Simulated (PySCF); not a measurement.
Molecule (SMILES): [SiH][SiH3] (SiH-SiH3) (closed-shell singlet).
Geometry (B3LYP-D3(BJ)/def2-TZVP, fixed):
```xyz
6

Si     0.0071     1.0500     0.8096
H     -0.4184     1.8608    -0.4081
Si     0.0198    -0.9006    -0.5838
H      0.9769    -0.6998    -1.7070
H     -1.3363    -1.1013    -1.1659
H      0.4013    -2.1512     0.1194
```

Basis-set convergence of the isotropic shielding of H4 at PBE with PySCF. GIAO, no density fitting; atoms are numbered in the order shown. All functions are spherical. Core-valence sets carry the plain set on hydrogen. No added dispersion term, no relativity. Reference: the value in pcseg-3, 27.12 ppm, itself unsure by roughly 0.03 ppm (its distance from pcSseg-2). Deviations are taken from unrounded values. Cost is core time over that of cc-pV(D+d)Z, rough, on shared machines of one kind; a dash marks a row that isn't timed (too short, read off another run, short of memory, by another algorithm or on other hardware).

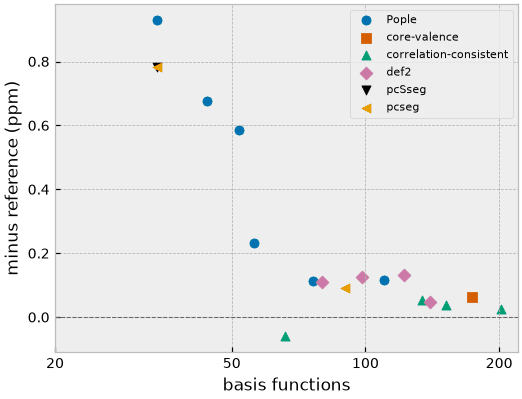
Fig. 1. Deviation from the reference against the number of basis functions, by family of sets.

```csv
basis,functions,isotropic shielding of H4 (ppm),minus reference (ppm),cost
6-31G,34,28.05,0.93,-
pcSseg-0,34,27.90,0.78,-
pcseg-0,34,27.90,0.78,-
6-31G*,44,27.80,0.68,-
6-31+G*,52,27.71,0.59,-
6-31G**,56,27.35,0.23,0.8×
cc-pV(D+d)Z,66,27.06,-0.06,1×
6-311G**,76,27.24,0.11,1×
def2-SVPD,80,27.23,0.11,1×
aug-pcseg-1,90,27.21,0.09,1×
def2-TZVP,98,27.25,0.13,2×
"6-311++G(2d,2p)",110,27.24,0.12,2×
def2-TZVPD,122,27.25,0.13,2×
cc-pV(T+d)Z,134,27.17,0.05,3×
def2-TZVPP,140,27.17,0.05,3×
jun-cc-pV(T+d)Z,152,27.16,0.04,4×
cc-pCVTZ,174,27.18,0.06,5×
aug-cc-pV(T+d)Z,202,27.15,0.03,9×
```
